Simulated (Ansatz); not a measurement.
Br$_{2}$ClIn

The calculation's input:

```
crystal:
  periodic: [false, false, false]
  atoms:
    - symbol: Br
      position_ang: [2.182269, -0.782445, 0.773962]
    - symbol: Br
      position_ang: [-0.226759, 1.782973, -1.656238]
    - symbol: Cl
      position_ang: [-1.938355, -0.991756, 0.874538]
    - symbol: In
      position_ang: [-0.017145, -0.008772, 0.007738]
basis:
  gaussian:
    orbitals: def2-TZVPD
hamiltonian:
  xc: pbe0
output:
  forces: true
  orbitals: {seedname: orbitals}
```

Run with:

```sh
ansatz run input.yaml --threads 2 --pin off --max-ram 5220MiB --events-out events.jsonl --progress --plain --runs-dir runs
```

Geometry: PBE0-D4/def2-SVP; core potentials replace the inner electrons of In.

Method: isolated molecule in a Gaussian basis; Kohn-Sham density functional theory, functional PBE0 in Ansatz.

### What will maps of the electron density and electron localisation function show?

In–Cl (2.33 Å): the density is about 0.59 e/Å³ at the midpoint; the ELF peaks at about 0.80 in the valence shell of Cl, 0.8 Å from its nucleus, and drops to about 0.15 between the two atoms.
In–Br (2.45 Å): ρ is about 0.54 e/Å³ halfway; the ELF peaks at about 0.75 in the valence shell of Br, 1.0 Å from its nucleus, and drops to about 0.20 between the two atoms.

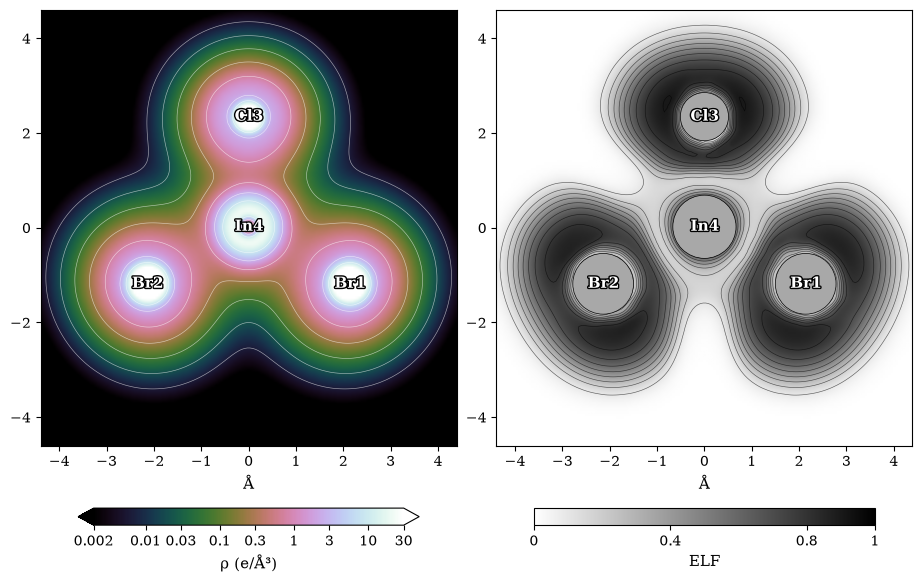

Computed electron density and electron localisation function on the molecular plane, in this order. Grey discs cover the atomic cores in the ELF map. 
